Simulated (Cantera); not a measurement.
A closed system holds: 1 mol Si3N4, 0.072 mol Si, 0.041 mol H2, at 1 atm.

Cantera equilibrium calculation (NASA polynomials, part measured and part estimated; ideal gas, pure solids and liquids). Candidate condensed phases: Si, Si3N4; 18 gas species. Mutual solubility and eutectic melting of coexisting phases are not modelled. The tables' values for SiN are old estimates; treat these amounts as uncertain. Gases not in the tables: Si2H6 and higher silanes. Equilibrium is a limit: real reactors are often held back by kinetics, nucleation or transport.

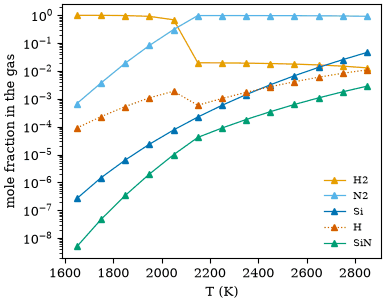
*Equilibrium gas composition (values under 1e-9 drawn at 1e-9)*

At 1650 K the condensed part is Si(s) + Si3N4(s). From 1750 K to 2050 K the condensed part is Si(l) + Si3N4(s). From 2150 K to 2850 K the condensed part is Si(l). The main Si-bearing gas is SiH2 at 1650 K and Si at 2850 K.
